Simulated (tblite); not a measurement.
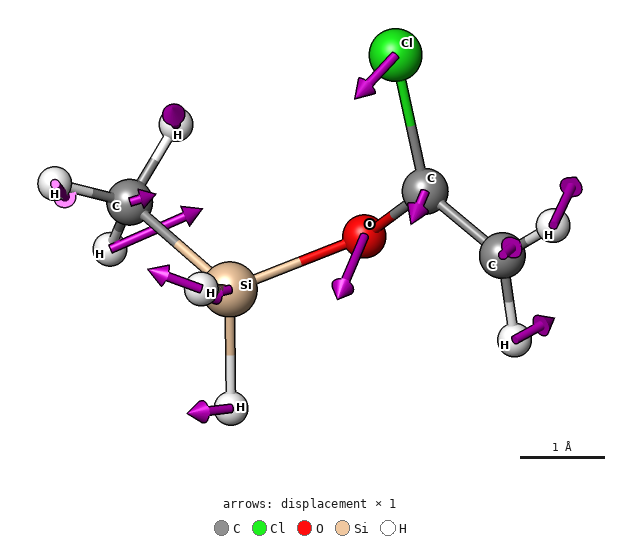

A relaxation of C₃H₇ClOSi. The starting structure is drawn; purple arrows show the displacements, at their true length. The two geometries are superimposed by the best rigid fit.

Style: ball-and-stick. Shown at a tilt.

Level of theory: GFN2-xTB geometry optimisation, gas phase in tblite. 

**Describe the change and its energy.**

The largest move after the best rigid fit is that of an H atom, 1.22 Å. By element the largest moves are H 1.22 Å, O 1.17 Å, Cl 0.77 Å, C 0.51 Å, Si 0.49 Å. Among the contacts that change: Cl–Si 3.645 → 3.208 Å, O–Si 1.758 → 1.652 Å, C–O 1.394 → 1.317 Å, H–Si 1.490 → 1.456 Å. Bond angles that change, for instance: C–O–Si 118.6° → 132.7°, O–Si–H 106.2° → 96.7°, H–Si–H 107.5° → 113.8°. Groups turn about C–O by about 85°, O–Si by about 55°, C–Si by about 50°. After 114 geometry steps the energy has fallen by 56.6 kJ/mol. The run took 2.5 s on 1 thread of Intel(R) Xeon(R) Processor @ 2.50GHz (shared host).
